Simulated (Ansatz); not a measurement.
Band structure of WC (P-6m2, 2 atoms in the cell).

```yaml
crystal:
  lattice:
    - [1.45500, -2.52013, 0.00000]
    - [1.45500, 2.52013, 0.00000]
    - [0.00000, 0.00000, 2.84000]
  atoms:
    - { symbol: W, position: [0.00000, 0.00000, 0.00000] }
    - { symbol: C, position: [0.33333, 0.66667, 0.50000] }
```

Method of the run: PBE, PAW files (plane waves; Ansatz, a quantum-chemistry and plane-wave program).

Settings: kpoints.mp_grid.grid = 17 17 15; hamiltonian.xc = pbe; hamiltonian.pseudopotentials = {kind: paw} (an earlier, softer set of the program's PAW files); scf.occupations.method = gaussian; scf.occupations.width = 0.272 eV; kpoints.band_path.npoints = 8.

The starting cell has typed, rounded lattice constants, without a prior relaxation at this level. Spin-orbit coupling is off. Spin polarisation is off.

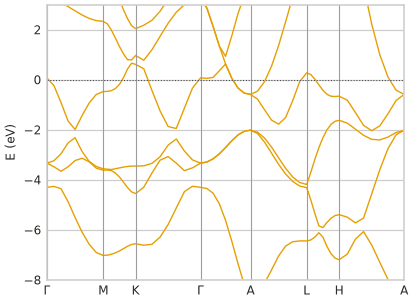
Fig. 1. Bands along the path, energies from the Fermi level.

Levels in eV from the Fermi level, bands 6 to 12:
| point | 6 | 7 | 8 | 9 | 10 | 11 | 12 |
|---|---|---|---|---|---|---|---|
| Γ | -4.30 | -3.34 | -3.34 | 0.07 | 3.21 | 3.21 | 5.58 |
| M | -7.03 | -3.62 | -3.56 | -0.48 | 2.33 | 4.50 | 4.85 |
| K | -6.56 | -4.55 | -3.45 | 0.61 | 0.97 | 2.04 | 3.19 |
| A | -8.64 | -2.02 | -2.02 | -0.59 | -0.59 | 3.63 | 4.51 |
| L | -6.45 | -4.32 | -4.19 | 0.27 | 4.40 | 5.27 | 6.60 |
| H | -7.20 | -5.40 | -1.62 | -0.66 | 4.38 | 6.34 | 7.55 |

Bands cross the Fermi level along this path, so the cell is metallic at this level.

Keys are those of Ansatz 0.2.
